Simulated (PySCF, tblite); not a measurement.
# C₆H₁₀: a rotation path, then NMR shifts on frames

Aim: move C₆H₁₀ (`CCCC1C=C1`) away from its starting geometry and see how NMR shifts follow the geometry.

Computed with tblite 0.8.0 and PySCF 2.14.0, with density-fitted response routines of our own, on a single molecule in the gas phase. Atoms are numbered from 0 throughout.

## (1) Starting geometry

16 atoms, charge 0, multiplicity 1; geometry from: GFN2-xTB.

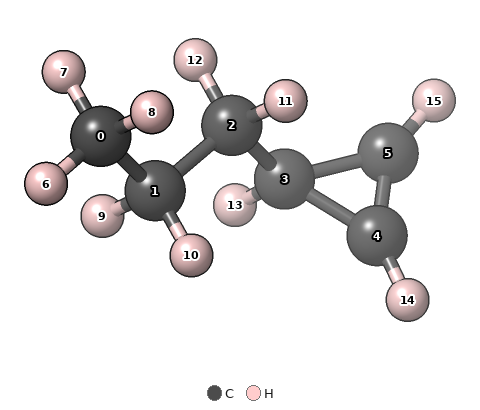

As it starts; carbon dark grey, hydrogen pink, atoms numbered.

## (2) A band between two rotamers with GFN2-xTB

What the job is given:

```
{"job": {"kind": "neb", "xc": "GFN2-xTB", "basis": "xTB", "atoms": [0, 1, 2, 3], "turn": 120}, "charge": 0, "multiplicity": 1}
C     -2.406807    -0.138787     0.203879
C     -0.961556    -0.599528     0.347377
C     -0.006136     0.254997    -0.486570
C      1.427601    -0.221177    -0.362043
C      2.332724     0.329949     0.700426
C      2.575794     0.732342    -0.510964
H     -3.070554    -0.766160     0.794833
H     -2.720841    -0.190704    -0.836771
H     -2.515234     0.889855     0.542072
H     -0.879107    -1.641869     0.029810
H     -0.665288    -0.548723     1.397479
H     -0.069471     1.296080    -0.160157
H     -0.314436     0.213775    -1.535656
H      1.563444    -1.254851    -0.677668
H      2.557851     0.341941     1.738256
H      3.144419     1.311805    -1.195715
```

Level: GFN2-xTB climbing-image nudged elastic band, gas phase.

Launch:

```sh
$ OMP_NUM_THREADS=1 python probes_run.py task.json out
```

The driver reads the jobs from task.json and runs them one after another.

What it wrote:

```text
image   E - E0 / eV
  0      -0.0000
  1       0.0125
  2       0.0444
  3       0.0811
  4       0.1035
  5       0.0996
  6       0.0728
  7       0.0412
  8       0.0233
```

Wall time 8.9 s (1 thread, shared host).

The final band, with the dihedral C0–C1–C2–C3:

| image | dihedral (°) | energy (eV) | energy (kcal/mol) |
| --- | --- | --- | --- |
| 0 | -179 | 0.000 | 0.0 |
| 1 | -167 | 0.013 | 0.3 |
| 2 | -153 | 0.044 | 1.0 |
| 3 | -139 | 0.081 | 1.9 |
| 4 | -125 | 0.104 | 2.4 |
| 5 | -111 | 0.100 | 2.3 |
| 6 | -97 | 0.073 | 1.7 |
| 7 | -83 | 0.041 | 1.0 |
| 8 | -68 | 0.023 | 0.5 |

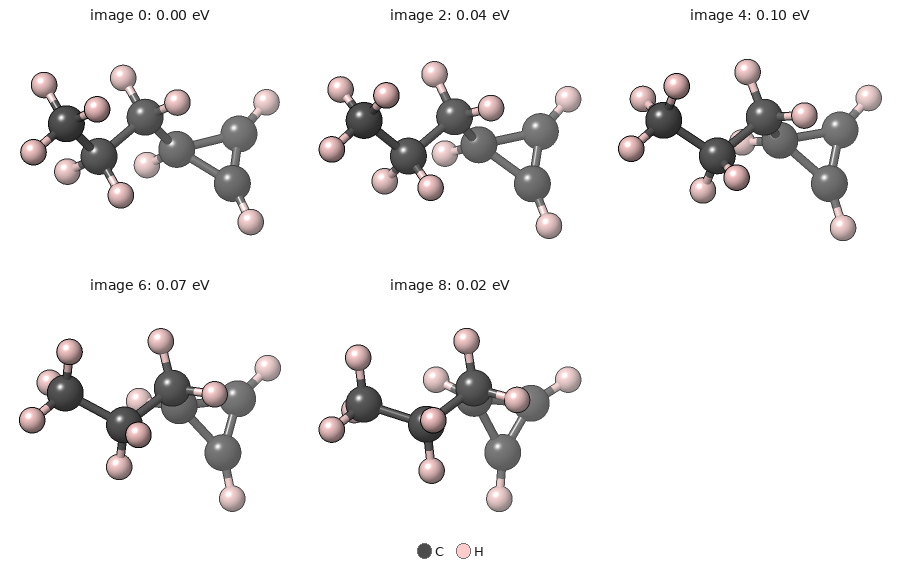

Images along the band.

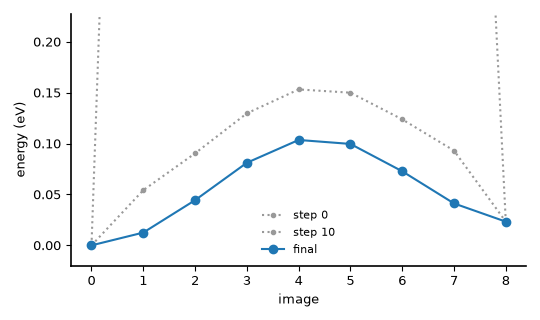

Energy along the band, early and final.

## (3) NMR shieldings: image 0, PBE0/pcSseg-1

What the job is given:

```
{"job": {"kind": "nmr", "xc": "PBE0", "basis": "pcSseg-1", "pop": false}, "charge": 0, "multiplicity": 1}
C     -2.406800    -0.138800     0.203900
C     -0.961600    -0.599500     0.347400
C     -0.006100     0.255000    -0.486600
C      1.427600    -0.221200    -0.362000
C      2.332700     0.329900     0.700400
C      2.575800     0.732300    -0.511000
H     -3.070600    -0.766200     0.794800
H     -2.720800    -0.190700    -0.836800
H     -2.515200     0.889900     0.542100
H     -0.879100    -1.641900     0.029800
H     -0.665300    -0.548700     1.397500
H     -0.069500     1.296100    -0.160200
H     -0.314400     0.213800    -1.535700
H      1.563400    -1.254900    -0.677700
H      2.557900     0.341900     1.738300
H      3.144400     1.311800    -1.195700
```

With the program's defaults for keys left out, this is: GIAO PBE0/pcSseg-1 NMR shielding, non-relativistic, gas phase.

What it wrote:

```text
coarse grid: 12720 points
cycle   1  E = -234.1573171853  dE =  7.154e-01  |g| = 4.042e-01  |ddm| = 3.403e+00
cycle   2  E = -234.1528372765  dE =  4.480e-03  |g| = 4.390e-01  |ddm| = 8.264e-01
cycle   3  E = -234.2039187406  dE = -5.108e-02  |g| = 3.615e-02  |ddm| = 4.408e-01
cycle   4  E = -234.2041067224  dE = -1.880e-04  |g| = 2.217e-02  |ddm| = 5.199e-02
cycle   5  E = -234.2042196683  dE = -1.129e-04  |g| = 5.958e-03  |ddm| = 2.443e-02
cycle   6  E = -234.2042267470  dE = -7.079e-06  |g| = 2.622e-03  |ddm| = 6.076e-03
final grid: 120968 points
cycle   7  E = -234.2421633681  dE = -3.402e-05  |g| = 9.340e-03  |ddm| = 3.202e-02
cycle   8  E = -234.2421458770  dE =  1.749e-05  |g| = 1.255e-02  |ddm| = 1.911e-02
cycle   9  E = -234.2421853424  dE = -3.947e-05  |g| = 2.131e-03  |ddm| = 1.099e-02
cycle  10  E = -234.2421864769  dE = -1.135e-06  |g| = 2.303e-04  |ddm| = 1.739e-03
cycle  11  E = -234.2421864871  dE = -1.024e-08  |g| = 1.135e-04  |ddm| = 3.234e-04
cycle  12  E = -234.2421864903  dE = -3.146e-09  |g| = 1.925e-05  |ddm| = 1.298e-04
cycle  13  E = -234.2421864904  dE = -7.947e-11  |g| = 5.237e-06  |ddm| = 2.237e-05
converged SCF energy = -234.2421864904

GIAO shielding tensors (ppm)
atom      isotropic    diamagn.    paramagn.     s11        s22        s33       span
  0 C      169.516     245.644     -76.128    158.515    162.552    187.480     28.965
  1 C      160.287     247.447     -87.161    149.249    161.128    170.483     21.235
  2 C      139.233     246.906    -107.672    112.017    137.144    168.540     56.523
  3 C      166.819     236.689     -69.870    119.556    135.163    245.738    126.181
  4 C       59.366     254.764    -195.398    -84.667     76.999    185.766    270.432
  5 C       58.554     259.143    -200.589    -85.962     77.232    184.390    270.352
  6 H       30.428      27.934       2.494     25.840     27.728     37.716     11.876
  7 H       30.814      29.209       1.605     26.643     29.031     36.768     10.125
  8 H       30.855      29.528       1.327     26.796     29.086     36.683      9.887
  9 H       30.266      31.592      -1.326     25.880     29.994     34.925      9.045
 10 H       30.241      32.167      -1.926     25.294     30.288     35.141      9.847
 11 H       31.443      32.279      -0.836     27.851     31.774     34.705      6.855
 12 H       29.724      31.745      -2.022     25.339     30.550     33.282      7.943
 13 H       30.175      29.366       0.809     23.833     28.113     38.578     14.745
 14 H       24.058      32.271      -8.214     20.455     25.469     26.249      5.794
 15 H       24.086      33.029      -8.943     20.507     25.556     26.196      5.689
```

Run time: 62 s. Hardware: 1 thread, shared host.

The references, computed at this level on geometries of the same kind, shield at (ppm): ¹H TMS 31.72, ¹³C TMS 186.9. Their shielding less the atom's gives the shift. The references are single molecules in the gas phase. Each atom is listed at this fixed geometry, with no averaging over motion; a spectrum would average atoms that exchange fast.

| atoms | environment | σ (ppm) | δ (ppm) |
| --- | --- | --- | --- |
| C5 | alkene CH | 58.6 | 128.4 |
| C4 | alkene CH | 59.4 | 127.6 |
| C2 | sp3 CH2 | 139.2 | 47.7 |
| C1 | sp3 CH2 | 160.3 | 26.6 |
| C3 | three-membered-ring carbon | 166.8 | 20.1 |
| C0 | methyl carbon | 169.5 | 17.4 |
| H14 | hydrogen on an alkene CH | 24.06 | 7.66 |
| H15 | hydrogen on an alkene CH | 24.09 | 7.63 |
| H12 | hydrogen on an sp3 CH2 | 29.72 | 1.99 |
| H13 | hydrogen on a three-membered-ring carbon | 30.17 | 1.54 |
| H10 | hydrogen on an sp3 CH2 | 30.24 | 1.48 |
| H9 | hydrogen on an sp3 CH2 | 30.27 | 1.45 |
| H6 | hydrogen on a methyl carbon | 30.43 | 1.29 |
| H7 | hydrogen on a methyl carbon | 30.81 | 0.90 |
| H8 | hydrogen on a methyl carbon | 30.86 | 0.86 |
| H11 | hydrogen on an sp3 CH2 | 31.44 | 0.27 |

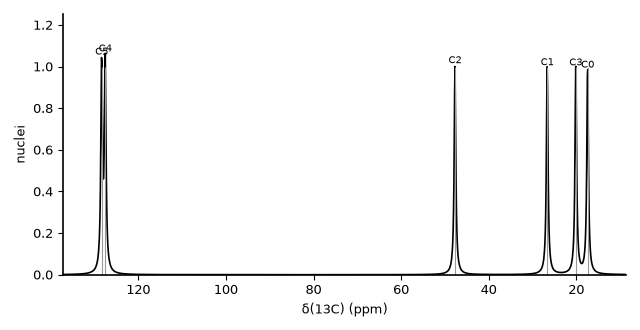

¹³C lines at the computed shifts, without couplings. Lines are broadened to a width of 0.44 ppm (Lorentzian).

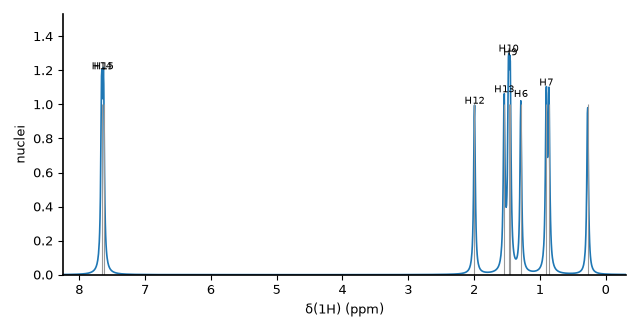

¹H lines at the computed shifts, without couplings. Lines are broadened to a width of 0.03 ppm (Lorentzian).

Ring of atoms C3, C4, C5: NICS(0) -28.6, NICS(1) -6.9, NICS(1)zz -15.2 ppm (means of both faces).

In rings of three or four atoms NICS is ruled by the nearby σ bonds, so it says little on aromaticity.

Orbitals, density, ELF and potential are computed afterwards from the orbital file.

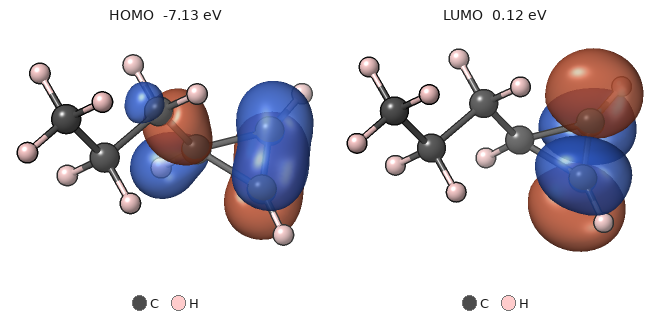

PBE0/pcSseg-1 orbitals near the gap, drawn at the value that encloses 70 % of each; the two colours are the two signs.

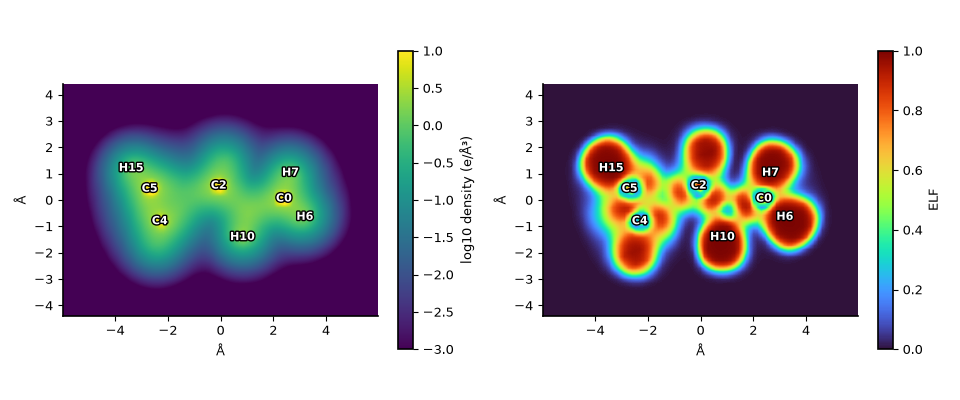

Density (left) and ELF (right) in a plane through or near 8 of the atoms.

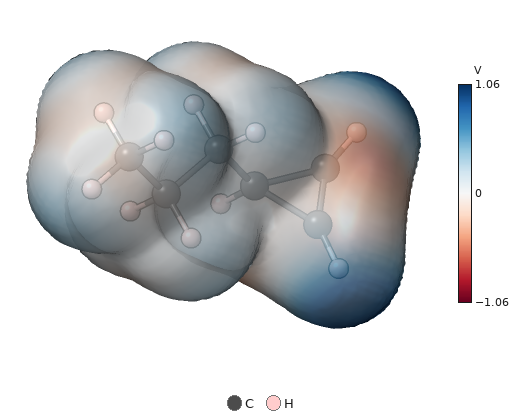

Electrostatic potential on the surface of density 0.002 e/bohr³; red is low, blue high. It runs, from the 1st to the 99th percentile, from -0.49 V near C5 to 1.06 V near H14.

## (4) Nuclear shieldings: image 2, PBE0/pcSseg-1

What the job is given:

```
{"job": {"kind": "nmr", "xc": "PBE0", "basis": "pcSseg-1", "pop": false}, "charge": 0, "multiplicity": 1}
C     -2.420700    -0.269300     0.075100
C     -0.968400    -0.445400     0.500500
C     -0.010600     0.412000    -0.335500
C      1.376800    -0.195600    -0.404900
C      2.426100     0.151300     0.610000
C      2.586800     0.673700    -0.569300
H     -3.075800    -0.889700     0.682700
H     -2.547700    -0.557200    -0.966700
H     -2.729000     0.768100     0.182600
H     -0.691900    -1.497400     0.396900
H     -0.864300    -0.181900     1.554900
H      0.059500     1.414700     0.093300
H     -0.406000     0.511200    -1.351300
H      1.386400    -1.190900    -0.849600
H      2.738500     0.023500     1.617200
H      3.132700     1.281800    -1.247400
```

With the program's defaults for keys left out, this is: GIAO PBE0/pcSseg-1 NMR shielding, non-relativistic, gas phase.

What it wrote:

```text
coarse grid: 12720 points
cycle   1  E = -234.1555518529  dE =  7.150e-01  |g| = 4.040e-01  |ddm| = 3.400e+00
cycle   2  E = -234.1510291497  dE =  4.523e-03  |g| = 4.390e-01  |ddm| = 8.263e-01
cycle   3  E = -234.2021123306  dE = -5.108e-02  |g| = 3.618e-02  |ddm| = 4.408e-01
cycle   4  E = -234.2023023134  dE = -1.900e-04  |g| = 2.200e-02  |ddm| = 5.238e-02
cycle   5  E = -234.2024150982  dE = -1.128e-04  |g| = 5.342e-03  |ddm| = 2.432e-02
cycle   6  E = -234.2024204287  dE = -5.330e-06  |g| = 2.626e-03  |ddm| = 5.630e-03
final grid: 120968 points
cycle   7  E = -234.2400784959  dE = -3.385e-05  |g| = 9.324e-03  |ddm| = 3.260e-02
cycle   8  E = -234.2400609492  dE =  1.755e-05  |g| = 1.254e-02  |ddm| = 1.878e-02
cycle   9  E = -234.2401002934  dE = -3.934e-05  |g| = 2.178e-03  |ddm| = 1.092e-02
cycle  10  E = -234.2401014785  dE = -1.185e-06  |g| = 2.231e-04  |ddm| = 1.780e-03
cycle  11  E = -234.2401014879  dE = -9.462e-09  |g| = 1.134e-04  |ddm| = 3.339e-04
cycle  12  E = -234.2401014911  dE = -3.161e-09  |g| = 1.734e-05  |ddm| = 1.232e-04
cycle  13  E = -234.2401014912  dE = -6.133e-11  |g| = 5.190e-06  |ddm| = 2.029e-05
converged SCF energy = -234.2401014912

GIAO shielding tensors (ppm)
atom      isotropic    diamagn.    paramagn.     s11        s22        s33       span
  0 C      168.890     245.920     -77.030    153.044    166.918    186.708     33.664
  1 C      161.807     247.078     -85.271    147.399    164.024    173.998     26.599
  2 C      140.318     246.416    -106.098    118.014    132.766    170.175     52.161
  3 C      166.124     236.438     -70.314    117.830    135.020    245.522    127.692
  4 C       59.084     255.300    -196.216    -83.848     76.136    184.964    268.812
  5 C       58.481     259.090    -200.609    -84.320     75.061    184.702    269.022
  6 H       30.520      28.015       2.505     25.792     27.849     37.920     12.128
  7 H       30.858      29.573       1.285     26.792     29.218     36.564      9.772
  8 H       30.796      29.293       1.502     26.784     28.850     36.753      9.969
  9 H       30.427      31.858      -1.431     25.667     30.873     34.742      9.076
 10 H       30.057      31.747      -1.690     25.373     29.625     35.173      9.800
 11 H       31.100      31.948      -0.847     27.828     30.907     34.567      6.738
 12 H       30.008      31.995      -1.988     25.163     31.307     33.552      8.389
 13 H       30.202      29.425       0.777     23.893     28.319     38.393     14.501
 14 H       24.070      32.418      -8.348     20.581     25.408     26.221      5.640
 15 H       24.109      33.056      -8.947     20.641     25.569     26.117      5.476
```

Wall time 43 s (1 thread, shared host).

This run: δ C5 128.4, C4 127.8, C2 46.6, C1 25.1, H14 7.65, H15 7.61 ppm.

(Part 1 of 2 ends here.)
